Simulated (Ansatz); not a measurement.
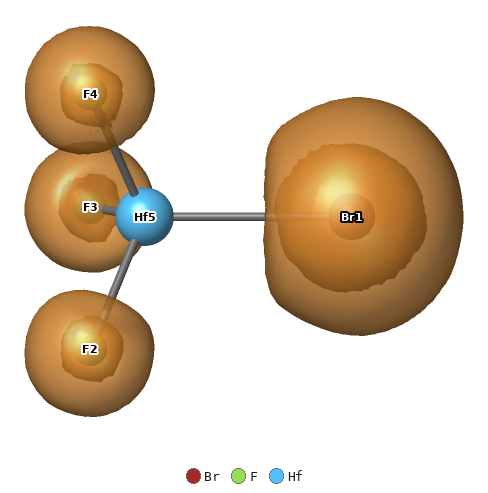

The picture shows: BrF3Hf (SMILES [F][Hf]([F])([F])[Br]). Isosurface of the electron localisation function at 0.75 (orange), seen from one side. Only the valence region is drawn (cores and ρ < 0.01 e/Å³ removed).

Geometry: PBE0-D4/def2-SVP; core potentials replace the inner electrons of Hf.

Theory: isolated molecule in a Gaussian basis; Kohn-Sham density functional theory, functional PBE0 (Ansatz 0.2.0).

Input

```
crystal:
  periodic: [false, false, false]
  atoms:
    - {symbol: Br, position_ang: [0.045317, 2.301905, -0.583589]}
    - {symbol: F, position_ang: [-0.844883, -0.361374, 1.695168]}
    - {symbol: F, position_ang: [1.779797, -0.790270, 0.128435]}
    - {symbol: F, position_ang: [-0.938759, -1.103381, -1.299515]}
    - {symbol: Hf, position_ang: [0.008328, -0.120479, 0.018001]}
basis:
  gaussian:
    orbitals: def2-TZVPD
hamiltonian:
  xc: {name: PBE0}
output: {forces: true, orbitals: {seedname: orbitals}}
```

Command:

```sh
ansatz run input.yaml --threads 2 --pin off --max-ram 5220MiB --events-out events.jsonl --progress --plain --runs-dir runs
```

> Describe the localisation domains.

The ELF exceeds this value in one region wrapped around Br (its valence shell) and three regions wrapped around F (the valence shell of each).

Values along the shortest contacts:
Hf–F (1.90 Å): the ELF peaks at about 0.85 in the valence shell of F, 0.5 Å from its nucleus, and drops to about 0.20 between the two atoms. Hf–Br (2.50 Å): the ELF peaks at about 0.80 in the valence shell of Br, 1.0 Å from its nucleus, and is about 0.45 at the midpoint.
